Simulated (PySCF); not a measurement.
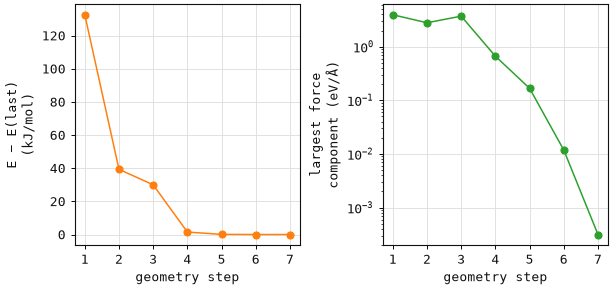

History of a geometry optimisation. ClRe₂ molecule (charge +1); RKS-based PBE0, Cl def2-TZVP, Re def2-TZVP with ECP60; non-relativistic Hamiltonian with scalar-relativistic core potentials; density fitting in PySCF 2.14.0. The start has point group D∞h, which is kept. A held symmetry can leave a saddle point.

The optimisation met its thresholds at geometry 7, counting the start as the first. The energy fell by about 130 kJ/mol from the first step to the last. The largest force component goes from about 3.9 eV/Å at the start to 3 × 10⁻⁴ eV/Å at the end.
